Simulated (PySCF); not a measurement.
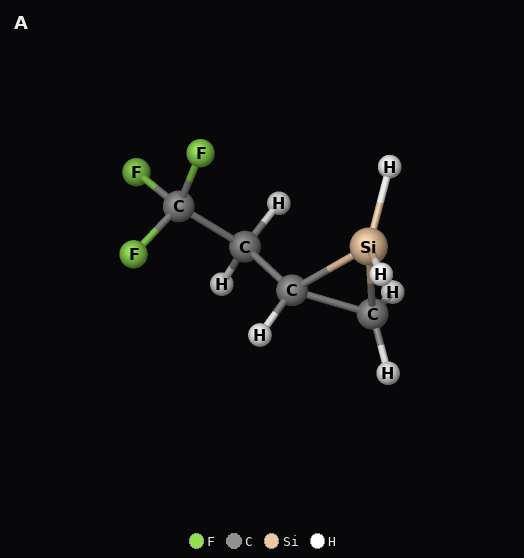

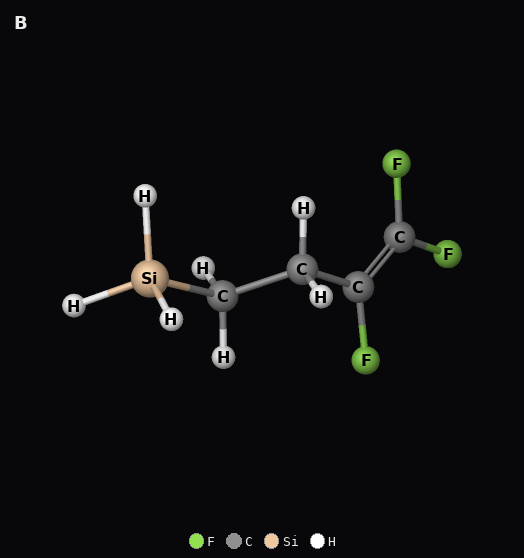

2 stationary structures of one formula. Geometries: PBE0-D3(BJ)/def2-SVP. Electronic energies: PBE0/pcSseg-1 (PySCF 2.14.0), without zero-point energy. No frequency run is at hand to confirm each as a minimum. Each is one conformer, not always the lowest.

### Rank them by energy, lowest first.

A is lowest; B lies 71.6 kJ/mol above it. A is `FC(F)(F)C[C@H]1C[SiH2]1`, B is `FC(F)=C(F)CC[SiH3]`.
